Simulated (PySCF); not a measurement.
**GaHCl2O (SMILES [OH][Ga]([Cl])[Cl]) at 5 levels**

Aim: a comparison of 5 runs (HF/STO-3G, HF/3-21G, B3LYP/6-31G*, B2PLYP/def2-SVP, SCS-MP2/def2-SVP) of GaHCl2O. 

Program for the calculation: PySCF 2.14.0.

1 further run of the same task is left out (set aside as unsound or not needed).

## 1. Starting point

GaHCl2O has 5 atoms, charge 0, and is taken as a singlet. SMILES: `[OH][Ga]([Cl])[Cl]`. The coordinates come from a PBE0-D4/def2-TZVP relaxation.

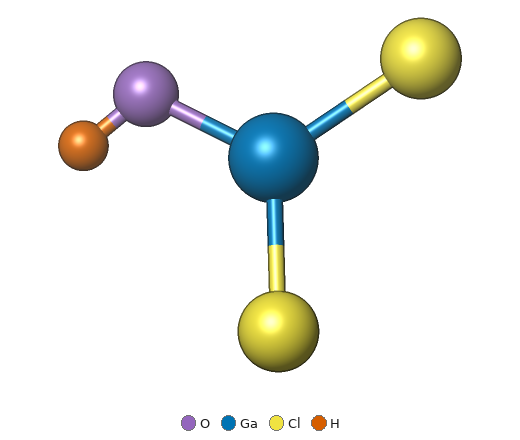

Viewed from a chosen angle; oxygen purple, gallium blue, chlorine yellow, hydrogen orange.

## 2. The energy at HF/STO-3G (run 1)

input.xyz

```xyz
5

O      0.254500     1.354600     0.245900
Ga     0.118500    -0.394500     0.056800
Cl     1.500000    -1.634900     1.057700
Cl    -1.407900    -1.236300    -1.155800
H     -0.415200     1.837400    -0.246000
```

job.py

```python
from pyscf import gto

mol = gto.Mole()
mol.atom = 'input.xyz'
mol.max_memory = 1860
mol.spin = 0
mol.charge = 0
mol.verbose = 3
mol.basis = 'sto-3g'
mol.build()

mf = mol.RHF()
mf.conv_tol = 1e-10
mf.kernel()
if not mf.converged:
    mf = mf.newton().run(mf.mo_coeff, mf.mo_occ)

e_tot = mf.e_tot
print('Final energy', e_tot)
```

The run is started by

```
$ OMP_NUM_THREADS=1 python job.py
```

The log of the run:

```text
converged SCF energy = -2884.62022944624
Final energy -2884.6202294462414
```

It took 1 s on 1 thread of Intel Xeon at 2.70GHz, shared host; peak memory 0.12 GiB.

## 3. A single-point energy at HF/3-21G (run 2)

run.py

```python
from pyscf import gto, scf

system = gto.Mole()
system.atom = [
    ('O', (0.254500, 1.354600, 0.245900)),
    ('Ga', (0.118500, -0.394500, 0.056800)),
    ('Cl', (1.500000, -1.634900, 1.057700)),
    ('Cl', (-1.407900, -1.236300, -1.155800)),
    ('H', (-0.415200, 1.837400, -0.246000)),
]
system.max_memory = 1860
system.basis = '3-21g'
system.verbose = 3
system.spin = 0
system.build()

myscf = scf.RHF(system)
myscf.conv_tol = 1e-10
myscf.kernel()
if not myscf.converged:
    myscf = myscf.newton().run(myscf.mo_coeff, myscf.mo_occ)

e_final = myscf.e_tot
print('Final energy', e_final)
```

The run is started by

```
$ OMP_NUM_THREADS=1 python run.py
```

The log of the run:

```text
converged SCF energy = -2903.63527542269
Final energy -2903.6352754226864
```

It took 0.97 s on 1 thread of Intel Xeon at 2.70GHz, shared host; peak memory 0.11 GiB.

Runs 3 to 4 aren't shown in full; the table further down has their settings and results.

## 4. A single-point energy at SCS-MP2/def2-SVP (run 5)

input.py

```python
from pyscf import gto, scf, mp

mol = gto.Mole()
mol.atom = [
    ('O', (0.254500, 1.354600, 0.245900)),
    ('Ga', (0.118500, -0.394500, 0.056800)),
    ('Cl', (1.500000, -1.634900, 1.057700)),
    ('Cl', (-1.407900, -1.236300, -1.155800)),
    ('H', (-0.415200, 1.837400, -0.246000)),
]
mol.max_memory = 1860
mol.spin = 0
mol.basis = 'def2-svp'
mol.verbose = 3
mol.build()

mf = scf.RHF(mol)
mf.conv_tol = 1e-10
mf.kernel()
if not mf.converged:
    mf = mf.newton().run(mf.mo_coeff, mf.mo_occ)

pt = mp.MP2(mf, frozen=20).run()
e_tot = mf.e_tot + 1.2 * pt.e_corr_os + pt.e_corr_ss / 3
print(f'total energy: {e_tot:.8f} hartree')
```

The run is started by

```
$ OMP_NUM_THREADS=1 python input.py
```

The log of the run:

```text
converged SCF energy = -2917.24799749871
E(RMP2) = -2917.90560117881  E_corr = -0.657603680097849
E(SCS-RMP2) = -2917.87033027118  E_corr = -0.622332772471406
total energy: -2917.87033027 hartree
```

It took 2.3 s on 1 thread of Intel Xeon at 2.70GHz, shared host; peak memory 0.2 GiB.

## 5. All runs side by side

| run | level | integration grid | frozen core orbitals | energy (Eh) | dipole moment (D) of the reference | HOMO energy (eV) | LUMO energy (eV) | wall time |
| --- | --- | --- | --- | --- | --- | --- | --- | --- |
| 1 | HF/STO-3G | – | – | -2884.620229 | 2.45 | -9.53 | 4.47 | 1 s |
| 2 | HF/3-21G | – | – | -2903.635275 | 2.45 | -12.92 | 1.35 | 0.97 s |
| 3 | B3LYP/6-31G* (spherical functions) | 5 | – | -2920.963575 | 1.65 | -9.05 | -2.00 | 20 s |
| 4 | B2PLYP/def2-SVP | 5 | 20 | -2919.901399 | 1.57 | -10.43 | -0.09 | 16 s |
| 5 | SCS-MP2/def2-SVP | – | 20 | -2917.870330 | 1.64 | -12.64 | 2.07 | 2.3 s |

## 6. Summary of results

| quantity | value |
| --- | --- |
| run 5: total energy | -2917.87033 Eh |
| run 5: dipole moment (Hartree–Fock density) | 1.64 D |
| run 5: HOMO energy (Hartree–Fock orbitals) | -12.64 eV |
| run 5: LUMO energy (Hartree–Fock orbitals) | 2.07 eV |
| run 5: HOMO–LUMO gap (Hartree–Fock orbitals) | 14.70 eV |
| run 5: correlation energy (20 core orbitals frozen) | -622.3 mEh |

In words: Over runs 1, 2, 3, 4 the dipole moment (its size) runs from 1.57 D (B2PLYP/def2-SVP) to 2.45 D (HF/STO-3G). The two ends differ in method and basis. A double hybrid's value is that of its SCF part. Over runs 1, 2, 3, 4 the HOMO–LUMO gap runs from 7.05 eV (B3LYP/6-31G*) to 14.27 eV (HF/3-21G). Totals of different functionals can't be ranked against each other. In run 1 the basis is minimal, so the values are rough. All runs together took 40 s, the longest 20 s.
